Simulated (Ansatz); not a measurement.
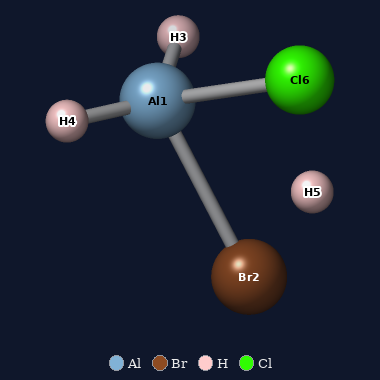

The system is the reacting system AlBrClH₃ (fragments AlBrH₂ + ClH where the first distance is long, AlClH₂ + BrH where the second is long); the picture shows the reference structure. First axis: distance Br2–H5 (bond that forms). Second axis: distance H5–Cl6 (bond that breaks). Relaxed at each point: all other coordinates. The scan uses a 13 × 13 grid. Points are written as (first, second). Energies: kJ/mol, counted from the lowest grid point. The reference is spin-restricted, so regions where a bond is pulled apart into radicals lie too high. Level of theory: RHF/def2-SVP in Ansatz 0.2.0.

Its coordinates:

```xyz
6

Al   -0.6150   -0.4150   -0.5557
Br    2.1540   -0.3762   -0.0615
H    -0.8584    0.3634   -1.8797
H    -1.1716   -1.7405    0.0369
H     1.0728    0.8341    1.0901
Cl   -0.5818    1.3341    1.3701
```

Range: distance Br2–H5 (bond that forms) from 1.359 to 2.559 Å; distance H5–Cl6 (bond that breaks) from 1.197 to 2.397 Å.

What will the energy surface look like?

Answer. The lowest grid point is at (2.559 Å, 1.251 Å). It lies in a valley that leaves the map towards separated partners. The highest grid point, (1.359 Å, 1.197 Å), lies 421 kJ/mol above the lowest. On the interpolated surface the lowest path from the side where the first distance is long, about (2.56 Å, 1.28 Å), to the side where the second distance is long, about (1.43 Å, 2.40 Å), has its top at about (1.69 Å, 1.60 Å), about 68 kJ/mol above the start and 63 kJ/mol above the end.

| second ↓, first → | 1.359 | 1.413 | 1.487 | 1.571 | 1.663 | 1.761 | 1.864 | 1.971 | 2.082 | 2.197 | 2.314 | 2.435 | 2.559 |
| --- | --- | --- | --- | --- | --- | --- | --- | --- | --- | --- | --- | --- | --- |
| 2.397 | 9 | 3 | 9 | 27 | 57 | 94 | 137 | 181 | 226 | 269 | 309 | 346 | 377 |
| 2.273 | 15 | 9 | 13 | 30 | 58 | 94 | 134 | 177 | 219 | 259 | 295 | 326 | 352 |
| 2.152 | 23 | 16 | 19 | 34 | 60 | 93 | 131 | 169 | 207 | 243 | 273 | 299 | 319 |
| 2.035 | 34 | 25 | 26 | 39 | 62 | 91 | 125 | 159 | 191 | 221 | 245 | 265 | 280 |
| 1.920 | 49 | 38 | 36 | 45 | 63 | 88 | 115 | 143 | 169 | 192 | 211 | 225 | 235 |
| 1.809 | 69 | 55 | 48 | 52 | 64 | 82 | 103 | 124 | 143 | 159 | 171 | 181 | 187 |
| 1.702 | 95 | 77 | 63 | 60 | 65 | 75 | 88 | 101 | 112 | 122 | 129 | 135 | 138 |
| 1.599 | 127 | 103 | 82 | 70 | 66 | 67 | 71 | 77 | 81 | 85 | 88 | 90 | 91 |
| 1.501 | 168 | 137 | 107 | 85 | 70 | 62 | 57 | 55 | 53 | 52 | 51 | 50 | 50 |
| 1.409 | 220 | 180 | 139 | 106 | 81 | 63 | 50 | 40 | 33 | 28 | 23 | 20 | 18 |
| 1.325 | 282 | 233 | 181 | 136 | 101 | 73 | 52 | 37 | 25 | 16 | 9 | 4 | 0 |
| 1.251 | 354 | 296 | 232 | 177 | 132 | 96 | 69 | 48 | 32 | 20 | 11 | 5 | 0 |
| 1.197 | 421 | 355 | 283 | 220 | 167 | 125 | 93 | 68 | 50 | 36 | 26 | 18 | 13 |

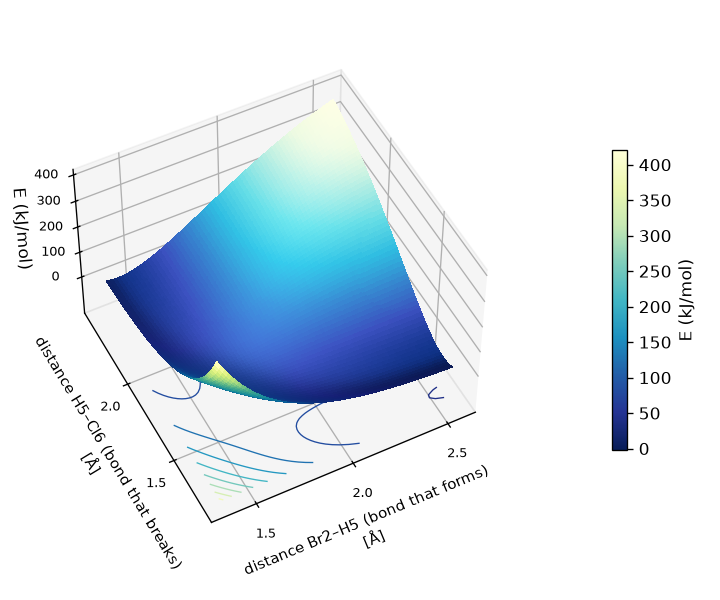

The picture shows a relief with its contours projected below. Between grid points the surface is interpolated.

The whole map (169 points run) took 19 min on 1 thread of AMD EPYC 7R43 64-Core Processor (Zen 3) (shared host).
